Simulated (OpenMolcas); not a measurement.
How methods differ on BHCl (SMILES [BH]Cl)

The species is BHCl (3 atoms), meant as a doublet with charge 0. SMILES: `[BH]Cl`. Geometry: relaxed at GFN2-xTB.

```xyz
3

B     0.0655   -0.4734   -0.0225
Cl    0.9007    0.8287    0.5852
H    -0.9662   -0.3553   -0.5627
```

Quantity: the energy change with the B1–H3 bond stretched from 1.171 to 2.341 Å, in eV. The values are calculated.

```tsv
level	kind	program	value (eV)	less FCI/STO-3G
ROHF/STO-3G	Hartree–Fock	OpenMolcas	4.35	+0.63
USVWN5/STO-3G	LDA	OpenMolcas	4.42	+0.70
UPBE/STO-3G	GGA	OpenMolcas	4.10	+0.38
U-r2SCAN/STO-3G	meta-GGA	OpenMolcas	4.18	+0.46
UB3LYP/STO-3G	global hybrid	OpenMolcas	4.17	+0.45
UM06-2X/STO-3G	hybrid meta-GGA	OpenMolcas	4.29	+0.57
CASSCF(3,3)/STO-3G	multireference	OpenMolcas	3.79	+0.07
ROCCSD(T)/STO-3G	coupled cluster or CI	OpenMolcas	3.85	+0.13
FCI/STO-3G	exact in the basis	OpenMolcas	3.72	0.00
```

FCI/STO-3G is exact within its basis and frozen core, so for wave-function methods in that basis the difference is their error; functionals converge differently with the basis, so for them it is only a difference. The first shape isn't each level's own minimum. The values span 3.72 to 4.42 eV. Spin contamination of the reference (⟨S²⟩ at least 0.1 too high) touches UPBE/STO-3G, U-r2SCAN/STO-3G, UB3LYP/STO-3G. All rows use very small basis sets, so even the best lies far from the true value.

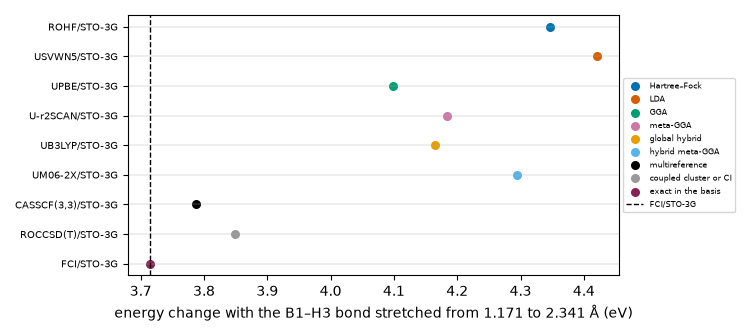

The values of the table, level by level.
